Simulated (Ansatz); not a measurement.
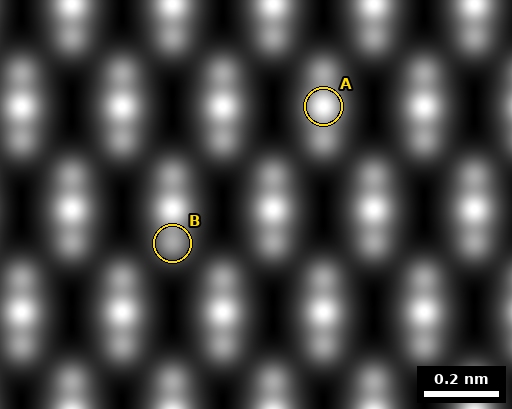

iDPC-like image of Nd (P6_3/mmc, No. 194) along [201]. Simulated as the projected potential of neutral atoms (B = 0.5 Å²) blurred by a 0.50 Å probe, the thin-sample limit of integrated differential phase contrast. The display is stretched by a gamma of 0.65; percentages refer to the linear signal. Structure: the end point of a relaxation with Ansatz 0.2.0, DFT LDA, scalar-relativistic, plane waves, PAW.

```
Nd
1.0
     3.24181    0.00000    0.00000
    -1.62090    2.80749    0.00000
     0.00000    0.00000   10.41662
Nd
4
Direct
  0.00000 0.00000 0.00000
  0.00000 0.00000 0.50000
  0.33333 0.66667 0.25000
  0.66667 0.33333 0.75000
```

Q: Assign the marked columns.

A: Nd (2 Nd per 12.27 Å along the beam; the brightest kind). B: Nd (1 Nd per 12.27 Å along the beam; about 50 % of the brightest peak). Brightness is counted from the darkest point of the image.
